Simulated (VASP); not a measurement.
Shape and ions are relaxed at each volume.

Energy against volume of CdSe (wurtzite). Calculation: PBEsol GGA, VASP's PBE PAW potentials (set 64) (plane waves; VASP 6.6.1).

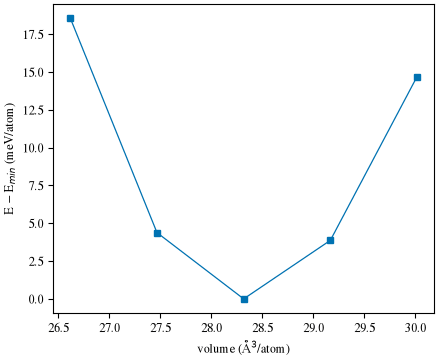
Energy against volume

Task: Estimate the equilibrium volume and the bulk modulus.

Result: The minimum lies near 28.3 Å³/atom, and the curvature gives B0 of about 52 GPa.

Measured: bulk modulus 53.4 GPa (computed value off by -3.1 %), as given by Michael Grünwald et al., The Journal of Chemical Physics (2012), arXiv:1201.2992. The calculation is for a static lattice, while the measured bulk modulus holds thermal and zero-point effects, which are part of the difference.

The compound is CdSe in the wurtzite structure. It was relaxed first.
